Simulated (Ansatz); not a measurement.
```xyz
5

C    -0.0269   -0.7131    0.2597
N    -1.1260   -0.1247    0.3889
As    0.0047    0.6146   -1.1668
H     0.4783   -1.5466    0.7860
H     0.7199    1.6963   -0.3092
```

Theory: RKS PBE-D4/def2-SVP in Ansatz.

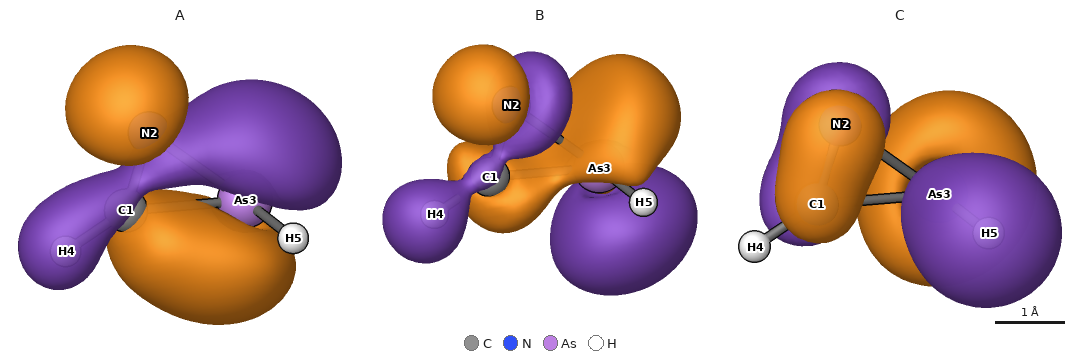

CH2AsN (SMILES C1=N[AsH]1). Three frontier orbitals at ±0.1 Å⁻³ᐟ² (orange and purple are the two phases), in no order.

> Which picture is the HOMO−1, the HOMO and the LUMO?

C is the HOMO−1 (−6.86 eV). It lies mainly on As3 (about 55 %), H5 (about 20 %), N2 (about 15 %) and C1 (about 10 %). A is the HOMO (−5.93 eV). Its weight (Hirshfeld) is mainly on As3 (about 50 %), N2 (about 30 %) and C1 (about 15 %). B is the LUMO (−1.89 eV). By Hirshfeld shares it lies mainly on As3 (about 50 %), N2 (about 30 %) and C1 (about 10 %).

> What is the HOMO–LUMO gap?

4.04 eV between the orbital energies.
